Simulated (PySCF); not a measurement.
# C2H3In (SMILES C=[CH][In]): what the fields show

```xyz
6

C     0.8210    0.1499   -0.0631
C     0.0469   -0.9362    0.0927
In    1.0131    1.4663    1.7501
H    -0.4596   -1.1654    1.0447
H     1.2810    0.2867   -1.0540
H    -0.1429   -1.6737   -0.7016
```

Geometry: PBE0-D3(BJ)/def2-SVP; core potentials replace the inner electrons of In.

Computed with Gaussian-basis quantum chemistry of an isolated molecule with PySCF, energy and nuclear gradient, functional PBE0 (PySCF).

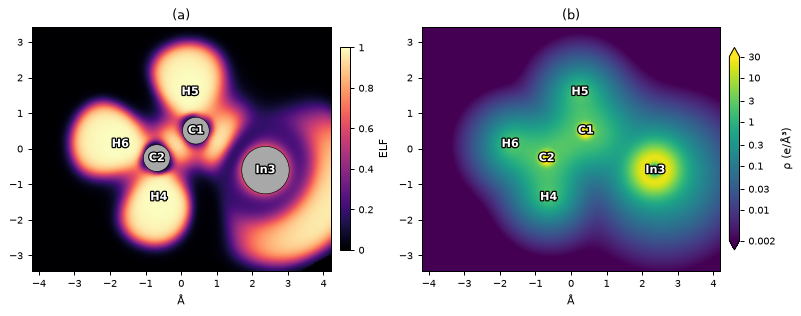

Figure 1. (a) ELF; (b) electron density on the molecular plane. Grey discs cover the atomic cores in the ELF map.

What do the fields say about this system?

Answer. Atoms in the plane: C, In and H. C–C (1.34 Å): ρ is about 2.3 e/Å³ halfway; the ELF peaks at about 0.95 between the atoms; a short, multiple covalent bond. C–In (2.25 Å): the density is about 0.57 e/Å³ at the midpoint; the ELF peaks at about 0.95 in the valence shell of C, 0.7 Å from its nucleus, and drops to about 0.20 between the two atoms. C–H (1.10 Å): the density is about 2 e/Å³ at the midpoint; the ELF climbs to about 1 towards the hydrogen, as it does in any bond to H; a covalent bond by its length.

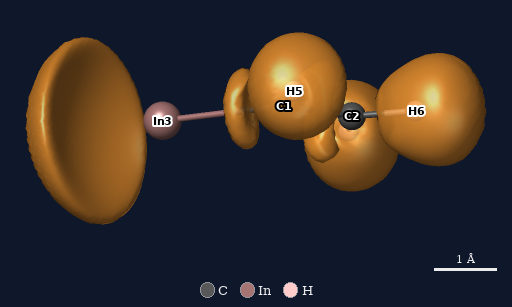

Figure 2. Isosurface of the electron localisation function at 0.85 (orange), seen from one side. Only the valence region is drawn (cores and ρ < 0.01 e/Å³ removed).

What do the ELF domains correspond to?

Answer. The ELF exceeds this value in one region between bonded C–C atoms (shared pairs), three regions around hydrogen nuclei, one lobe of the valence shell of C pointing towards In (polar bonds) and one lobe on In, pointing away from the bonds (lone pairs).

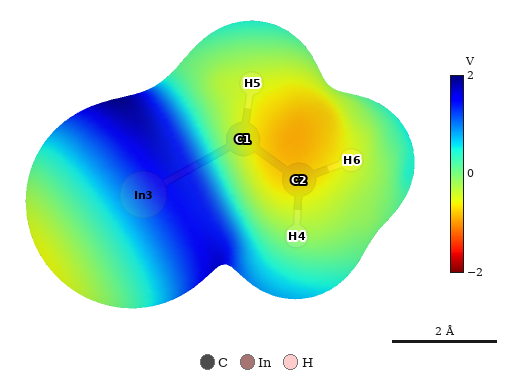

Figure 3. The electrostatic potential painted on the density surface at 0.002 e/bohr³, seen at a tilt; red is negative and blue positive.

Describe the electrostatic potential map.

Answer. The most negative region (about −0.9 V, or −21 kcal/mol for a unit charge) lies over the π face of C1 and C2, the most positive (about +1.9 V, or +44 kcal/mol for a unit charge) over In3.

What dipole moment does the calculation give?

Answer. Its dipole moment is 0.51 D.
